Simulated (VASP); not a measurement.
Band structure of BaZrO3 (cubic perovskite). Calculation: LDA (Ceperley-Alder, Perdew-Zunger) with spin-orbit coupling, VASP's LDA PAW potentials (set 64) (plane waves; VASP).

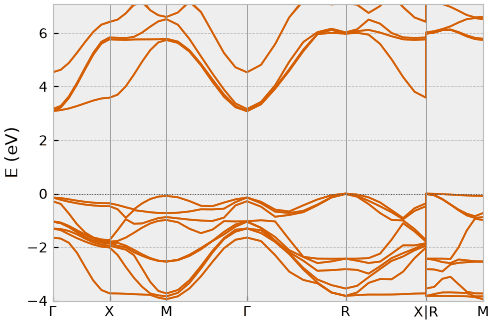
*Bands along high-symmetry lines, zero at the valence-band maximum or, without a gap, the Fermi level*

Q: Read the plot: is there a gap, and where are the band edges?

A: The gap is indirect, 3.08 eV, from the valence maximum at R to the conduction minimum at Γ.

The compound is BaZrO3 in the cubic perovskite structure. It was relaxed first.
